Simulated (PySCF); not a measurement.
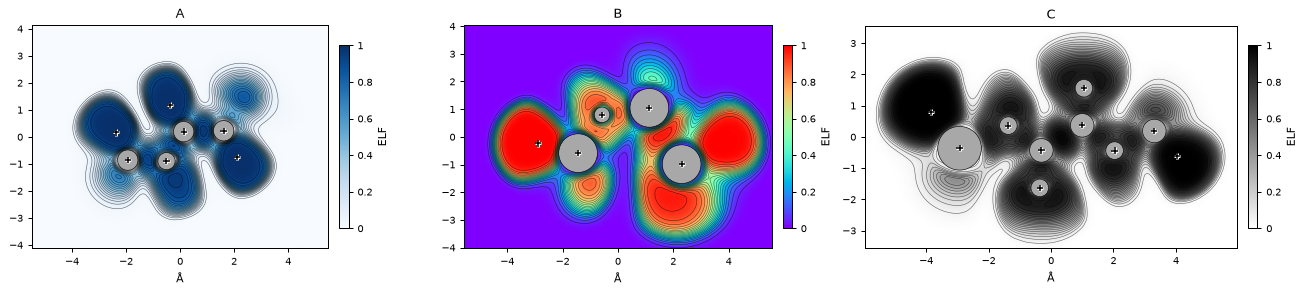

The ELF of 3 systems, each on a plane through atoms (crosses mark nuclei in the plane; grey discs cover the cores).

Computed with PySCF 2.14.0, density-fitted response routines, DFT single point, gas phase, functional M06-2X.

System 1: C₄H₇NO, the plane of atoms C4, C3 and H10. Geometry: PBE0-D3(BJ)/def2-SVP.

```yaml
atoms:
  - { symbol: C, position_ang: [2.4158, 0.3479, -0.1819] }
  - { symbol: N, position_ang: [1.0515, 0.6276, -0.5233] }
  - { symbol: C, position_ang: [0.1505, -0.1606, -0.1193] }
  - { symbol: C, position_ang: [-1.2771, 0.0782, -0.4224] }
  - { symbol: C, position_ang: [-2.3095, -0.2289, 0.5787] }
  - { symbol: O, position_ang: [-2.0868, -1.0801, -0.5127] }
  - { symbol: H, position_ang: [2.8358, 1.1987, 0.3788] }
  - { symbol: H, position_ang: [2.5543, -0.5743, 0.4173] }
  - { symbol: H, position_ang: [3.0138, 0.2632, -1.1038] }
  - { symbol: H, position_ang: [0.3611, -1.0723, 0.4809] }
  - { symbol: H, position_ang: [-1.4684, 0.8635, -1.1642] }
  - { symbol: H, position_ang: [-3.2457, 0.3440, 0.5654] }
  - { symbol: H, position_ang: [-2.0114, -0.6172, 1.5619] }
```

System 2: H₇OSi₃ (charge −1), the plane of atoms O2, Si3 and Si4. Geometry: PBE0-D3(BJ)/def2-SVP.

```yaml
atoms:
  - { symbol: Si, position_ang: [2.0323, -0.3846, 0.3775] }
  - { symbol: O, position_ang: [1.0698, -0.5295, -0.9431] }
  - { symbol: Si, position_ang: [-0.5746, -0.0575, -1.1830] }
  - { symbol: Si, position_ang: [-1.5579, 0.6669, 0.8200] }
  - { symbol: H, position_ang: [3.3239, -1.0960, 0.0681] }
  - { symbol: H, position_ang: [1.4827, -1.0291, 1.6131] }
  - { symbol: H, position_ang: [2.4104, 1.0278, 0.7113] }
  - { symbol: H, position_ang: [-0.4864, 1.0435, -2.2255] }
  - { symbol: H, position_ang: [-1.1016, -1.2204, -2.0042] }
  - { symbol: H, position_ang: [-2.7834, 1.1782, 0.0293] }
  - { symbol: H, position_ang: [-2.1646, -0.7163, 1.1372] }
```

System 3: C₃H₆O₄Si, the plane of atoms O7, Si8 and H14. Geometry: PBE0-D3(BJ)/def2-SVP.

| atom | x (Å) | y (Å) | z (Å) |
| --- | --- | --- | --- |
| C | -3.0419 | -0.4179 | -0.2992 |
| O | -1.6715 | -0.4022 | -0.6656 |
| C | -0.8308 | -0.0247 | 0.2835 |
| O | -1.1331 | 0.2969 | 1.3974 |
| C | 0.6118 | -0.0623 | -0.2374 |
| O | 0.9277 | -0.5036 | -1.3087 |
| O | 1.4594 | 0.4418 | 0.6434 |
| Si | 3.1331 | 0.4692 | 0.2391 |
| H | -3.3766 | 0.5886 | -0.0072 |
| H | -3.5915 | -0.7625 | -1.1818 |
| H | -3.2089 | -1.0990 | 0.5481 |
| H | 3.3379 | 1.2993 | -0.9763 |
| H | 3.6208 | -0.9215 | 0.0480 |
| H | 3.7558 | 1.0985 | 1.4301 |

**Match each panel to its system.**

Panel A is system 1, C₄H₇NO: the plane holds C, N and H. C–N (1.26 Å): the ELF peaks at about 0.90 between the atoms; a multiple bond. Panel B is system 2, H₇OSi₃: the plane holds Si, O and H. Si–O (1.64 Å): the ELF peaks at about 0.85 between the atoms: a polar covalent bond. Panel C is system 3, C₃H₆O₄Si: the plane holds C, O, Si and H. C–O (1.20 Å): the ELF peaks at about 0.85 between the atoms: a multiple bond.
